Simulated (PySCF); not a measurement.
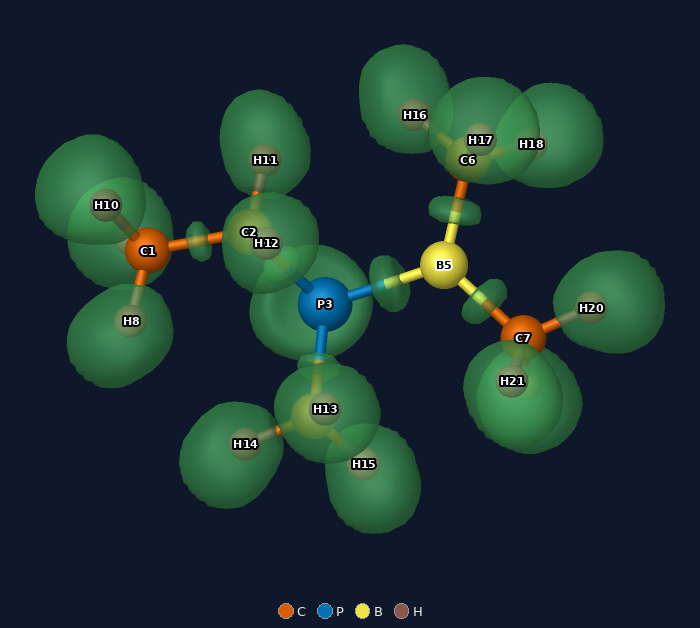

*C5H14BP (SMILES CCP(C)B(C)C). Isosurface of the ELF at 0.9 (green), seen across its widest extent. Only the valence region is drawn (cores and ρ < 0.01 e/Å³ removed).*

Geometry: GFN2-xTB.

The calculation used PBE0/pcSseg-1, SCF density, gas phase, non-relativistic (PySCF).

```yaml
atoms:
  - { symbol: C, position_ang: [2.9466, -0.4728, 0.0344] }
  - { symbol: C, position_ang: [1.4903, -0.7063, 0.4134] }
  - { symbol: P, position_ang: [0.3109, 0.2339, -0.6951] }
  - { symbol: C, position_ang: [0.5380, 1.9511, -0.0207] }
  - { symbol: B, position_ang: [-1.3842, -0.2709, -0.0306] }
  - { symbol: C, position_ang: [-1.7274, -1.7897, 0.2264] }
  - { symbol: C, position_ang: [-2.5262, 0.8121, 0.1014] }
  - { symbol: H, position_ang: [3.2146, 0.5752, 0.1477] }
  - { symbol: H, position_ang: [3.1175, -0.7579, -1.0012] }
  - { symbol: H, position_ang: [3.6051, -1.0632, 0.6700] }
  - { symbol: H, position_ang: [1.2519, -1.7663, 0.3093] }
  - { symbol: H, position_ang: [1.3191, -0.4200, 1.4551] }
  - { symbol: H, position_ang: [0.4479, 1.9677, 1.0649] }
  - { symbol: H, position_ang: [1.5177, 2.3283, -0.3063] }
  - { symbol: H, position_ang: [-0.2170, 2.5988, -0.4592] }
  - { symbol: H, position_ang: [-0.9774, -2.4891, -0.1380] }
  - { symbol: H, position_ang: [-1.8323, -1.9636, 1.2986] }
  - { symbol: H, position_ang: [-2.6840, -2.0681, -0.2146] }
  - { symbol: H, position_ang: [-2.6194, 1.3903, -0.8181] }
  - { symbol: H, position_ang: [-3.5041, 0.3918, 0.3263] }
  - { symbol: H, position_ang: [-2.2965, 1.5355, 0.8843] }
```

Question: Where are the electrons localised?

Answer: The surface consists of two regions between bonded B–C atoms (shared pairs), one region between bonded B–P atoms (shared pairs), one region between bonded C–C atoms (shared pairs), two regions between bonded C–P atoms (shared pairs), 14 regions around hydrogen nuclei and one lobe on P, pointing away from the bonds (lone pairs). Along the contacts the grid gives the following. C–C (1.52 Å): the ELF peaks at about 0.95 between the atoms: localised, covalent bonding. C–B (1.58 Å): the ELF peaks at about 1 between the atoms: localised, covalent bonding.
